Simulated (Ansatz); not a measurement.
## From SiBrCl3 to SiBr4: predicting a member

Gas-phase molecules. On one Si centre, n of the Cl ligands are replaced by Br. The mean Si–Br bond length y in Å at PBE0-D4/def2-TZVP. The shapes are optimised at that level. Programs: Ansatz 0.2.0.

```
molecule  n  y (Å)
 SiBrCl3  1  2.188
SiBr2Cl2  2  2.190
 SiBr3Cl  3      ?
   SiBr4  4  2.194
```

Fit y = c + s·n to the known rows and predict SiBr3Cl.


1. Means of the 3 rows: n = 2.33333, y = 2.1907.
2. Σ(Δn)² = 4.6667, Σ(Δn·Δy) = 0.0093333, so the slope is 0.0093333/4.6667 = 0.002.
3. Intercept: 2.1907 − (0.002) × 2.33333 = 2.1860. The largest residual of the fit is 0.0000.
4. SiBr3Cl: 2.1860 + (0.002) × 3 = 2.192 Å.

The run gave 2.192 Å, so the prediction is off by 0.000 Å: they agree to the digits shown. The steps are nearly additive. Relativity is left out for Br.

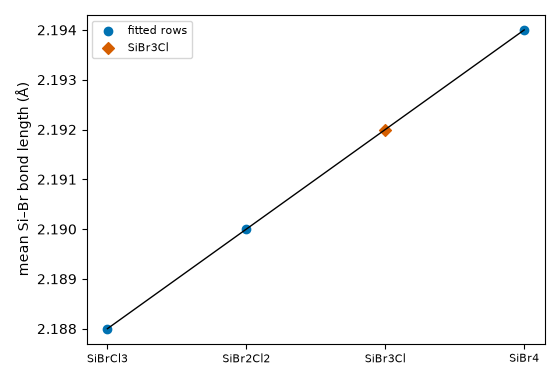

The fitted line, with the withheld member.
